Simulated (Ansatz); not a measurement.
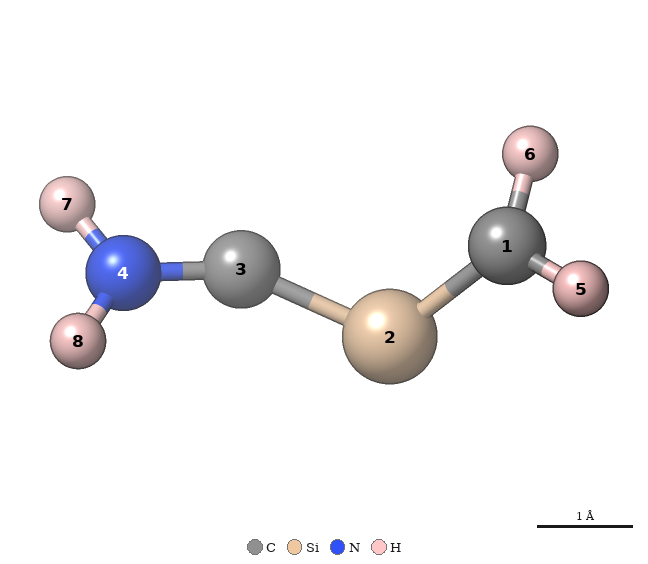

Orthographic view. Depth is shown by fading: the farther an atom, the more it takes the colour of the background. State: charge +1, singlet. The geometry was computed by an optimisation with PBE0-D4/def2-TZVP. No frequency run is at hand to confirm it as a minimum.

Give the geometry as a Z-matrix, atoms in numerical order, with these reference atoms: 2 to 1; 3 to 2, 1; 4 to 3, 2, 1; 5 to 1, 2, 3; 6 to 1, 5, 2; 7 to 4, 3, 2; 8 to 4, 7, 3.

```
C  
Si   1   1.742
C    2   1.734   1   117.1
N    3   1.264   2   151.1   1  -128.1
H    1   1.088   2   121.4   3   146.1
H    1   1.089   5   115.1   2  -157.5
H    4   1.020   3   120.2   2  -172.8
H    4   1.019   7   115.5   3   179.0
```
